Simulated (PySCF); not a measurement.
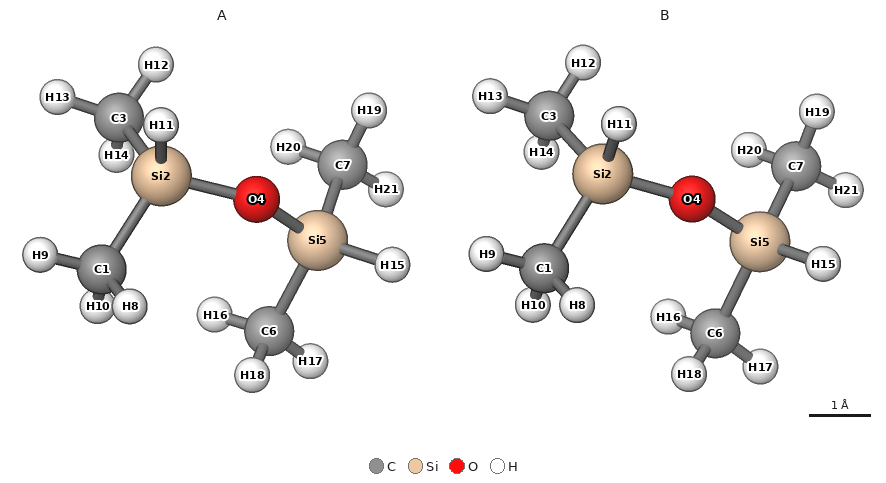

Two geometries of C₄H₁₄OSi₂, drawn at one scale. One is the start of a relaxation, the other its converged end. Style: ball-and-stick. Shown at a tilt.

The calculation used PBE0-D3(BJ)/def2-SVP geometry optimisation, gas phase in PySCF 2.14.0, density-fitted response routines. 

Q: Which geometry has the lower energy?

A: Structure A is the relaxed one. The start comes from GFN2-xTB. The largest move after the best rigid fit is that of H20, 0.33 Å. Largest moves by element: H 0.33 Å, O 0.25 Å, C 0.22 Å, Si 0.05 Å. Near-neighbour distances that change, for instance: O4–Si5 1.628 → 1.663 Å, Si2–H11 1.467 → 1.494 Å, C1–Si2 1.901 → 1.873 Å, Si5–C6 1.901 → 1.876 Å. Bond angles that change, for instance: Si2–O4–Si5 157.6° → 143.8°, O4–Si2–H11 103.2° → 107.0°, O4–Si5–H15 103.6° → 107.1°. Over 16 geometry steps the energy falls by 0.178 eV. The largest force component goes from 1.2 to 0.01 eV/Å.
